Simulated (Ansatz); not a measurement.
A15 Mo₃Si was calculated with HSE06 (Ansatz, a program for electronic structure, plane waves, PAW).

Settings: plane-wave cutoff 460 eV, 6×6×6 k mesh, Fermi–Dirac smearing 0.05 eV, no spin polarisation, scalar-relativistic PAW data made under PBE.

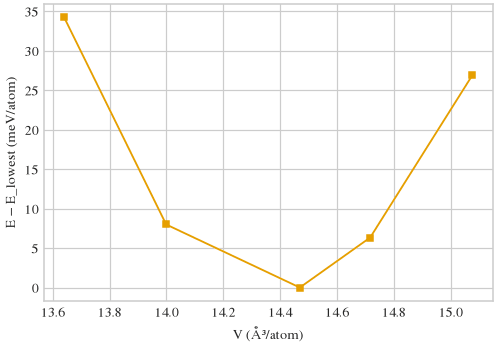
Total energy against volume

**Question.** From the curve, estimate the equilibrium volume and the bulk modulus.

**Answer.** V0 ≈ 14.4 Å³/atom and B0 ≈ 280 GPa; the fit gives V0 = 14.369 Å³/atom, B0 = 275 GPa, B′ = 4.2.

Note: the run has no spin polarisation, so it can have missed a magnetic state.

Computed values are for the static lattice.
